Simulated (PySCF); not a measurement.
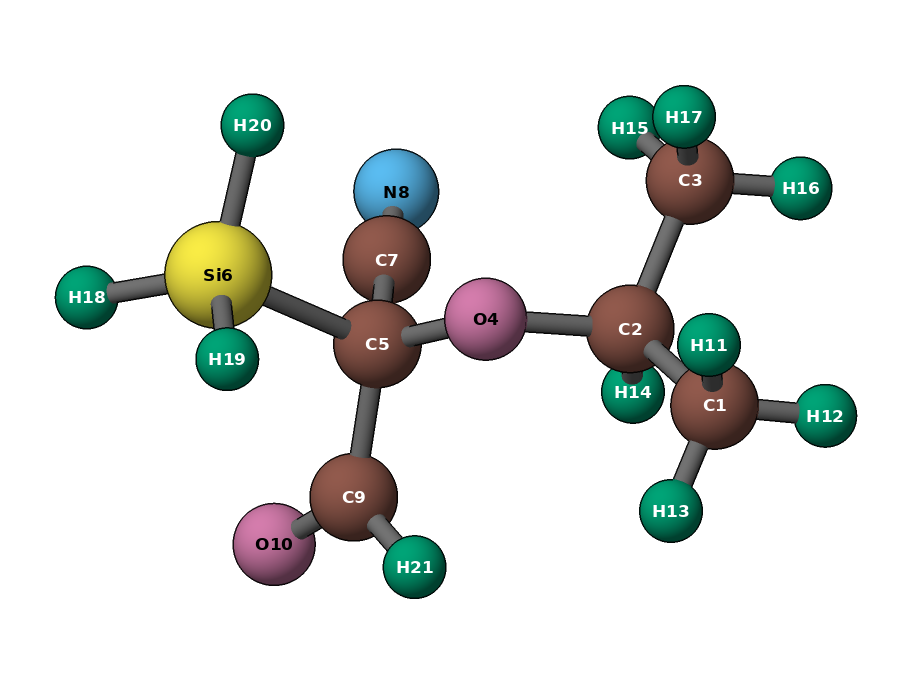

The geometry was computed by an optimisation with GFN2-xTB. No frequency run is at hand to confirm it as a minimum. Level of theory: GIAO PBE0/pcSseg-1 NMR shielding, non-relativistic, gas phase (PySCF 2.14.0). Principal shieldings σ11 ≤ σ22 ≤ σ33, span Ω = σ33 − σ11, skew κ = 3(σiso − σ22)/Ω.

Which O atom has the most anisotropic shielding?

O10, with a span of 1387 ppm.

Give the shielding tensors of the O atoms.

```tsv
atom	σ11	σ22	σ33	σiso	Ω	κ
O4	232.6	252.9	285.6	257.0	53.0	0.23
O10	−1015.7	−445.8	371.4	−363.4	1387.0	0.18
```

Shieldings and span in ppm.

The geometry is semi-empirical. Around Si such bond lengths and angles can be off by a tenth of an ångström or more and by several degrees, and values that hang on the shape move with them.
